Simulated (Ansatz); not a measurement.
The figure comes from a scan of CdSe (wurtzite): one Se atom of a 4-atom cell moves by s along Cartesian z, with its periodic images. The numbers are results of r2SCAN (plane waves to 500 eV, PAW, scalar-relativistic; Ansatz, a first-principles code), not measurements. k mesh 7×7×4 (Γ-centred), Fermi-Dirac smearing 0.05 eV. Left out: 1 of 11 points, with atoms too close for the PAW data. F∥ is the force on the atom along that direction. CdSe was relaxed with its symmetry unable to fall. 

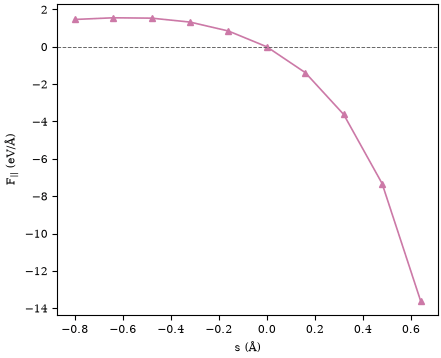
F∥ (eV/Å) against s (Å); computed points joined by lines.

Task: List the plotted points as numbers.

Result: To the nearest 0.2:

| s (Å) | F∥ (eV/Å) |
|---|---|
| -0.800 | 1.4 |
| -0.640 | 1.6 |
| -0.480 | 1.6 |
| -0.320 | 1.4 |
| -0.160 | 0.8 |
| 0.000 | 0.0 |
| 0.160 | -1.4 |
| 0.320 | -3.6 |
| 0.480 | -7.4 |
| 0.640 | -13.6 |

(For displaced atoms, the force is minus the slope of the energy, and its curvature is a force constant, which sets phonon frequencies.)
